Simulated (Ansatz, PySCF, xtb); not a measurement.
Breaking the Al1–F4 bond in AlFH2 (SMILES [F][AlH2]) (multiplicity 1 held, fragments rigid). Energies count from the point at 1.655 Å.
Geometry at that point (charge 0, multiplicity 1):
```xyz
4

Al    -0.247    -0.479     0.158
H      0.471    -1.312     1.279
H     -1.589    -0.859    -0.560
F      0.481     0.933    -0.309
```

R- and RO- levels are restricted; in cc, def2 and unpolarised 6-31G sets they are followed outwards from rest. U- levels take the lowest unrestricted solution at each point, which mixes spins at long bonds. Left out are points that failed, MP2 points in a non-variational dive below the minimum, coupled-cluster points behind a sign of a changed root (a jump of the amplitudes, or a one-step jump against full CI or MRCI), small-basis points behind a change of solution, and semi-empirical points at long bonds. Curves can end on different states.

Frozen-core correlation. Rows in 3-21G carry no dispersion term and start afresh at each structure.

Codes used: Ansatz (a first-principles code); PySCF for 3-21G rows; xtb for the GFN methods. Each number belongs to the level named beside it. The GFN methods have no spin term and hold the electronic entropy of 300 K.

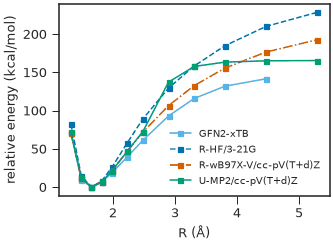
Figure. Relative energy along the coordinate

Task: Read off the R-HF/3-21G curve at R = 2.483.

Result: about 89 kcal/mol

Doubts at one or more of the structures used: a restricted determinant that unrestricted orbitals would lower (R-HF/3-21G, R-wB97X-V/cc-pV(T+d)Z); a spin-contaminated determinant (U-MP2/cc-pV(T+d)Z).
